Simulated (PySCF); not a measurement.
# Run report: InCl₂O, single-point calculation

- system: InCl₂O, multiplicity 2
- method: BHLYP/def2-SVPD, UKS, core potentials def2-svp (PySCF 2.14.0)

The geometry comes from this level: PBE0-D4/def2-TZVP.

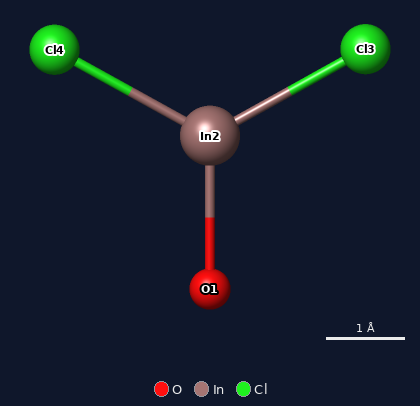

Fig. 1: The structure (ball-and-stick view, seen on its broad side; atoms are numbered from 1 in the order of the input). Sticks mark near contacts.

**Input (input.py)**
```python
from pyscf import gto, dft

mol = gto.M(
    atom='''
O      1.145741     1.916182     3.151307
In     0.059904     0.030236     0.085794
Cl     1.401421    -4.053463    -0.469030
Cl    -2.502186     1.993094    -2.806621
''',
    max_memory=1860,
    charge=0,
    ecp={'In': 'def2-svp'},
    unit='bohr',
    spin=1,
    basis='def2-svpd',
    verbose=3,
)

mf = dft.UKS(mol, xc='bhandhlyp')
mf.conv_tol = 1e-10
mf.grids.level = 5
mf.kernel()
if not mf.converged:
    mf = mf.newton().run(mf.mo_coeff, mf.mo_occ)

e_final = mf.e_tot
print(f'total energy: {e_final:.8f} hartree')
```

Run on 1 thread of Arm Neoverse V1, 112 GiB of memory available, shared host.

Launched with:
```bash
OMP_NUM_THREADS=1 python input.py
```

**The program's output**
```
[file] SyntaxWarning: invalid escape sequence '\W'
  S = {(paw_set(r)[0], bool(re.search(r"spin_orbit\W+true|paw_fr", str((r.get("files") or {}).get("input") or "")) or re.search("(?i)spin.orbit\W+(value\W+)?(true|yes)|value\W+spin-orbit", json.dumps(r.get("inputs"), default=str)))) for r in records}

WARN: HOMO -0.70763065378744 >= LUMO -0.707630653787443

converged SCF energy = -1185.34091604268  <S^2> = 0.75697286  2S+1 = 2.0069607
total energy: -1185.34091604 hartree
```

**Results in brief**

| quantity | value |
| --- | --- |
| outcome | converged |
| total energy | −1185.340916 hartree |
| basis functions | 109 |
| ⟨S²⟩ | 0.757 |
| dipole moment | 0.41 D |
| wall time | 53 s |
| peak memory | 0.59 GiB |
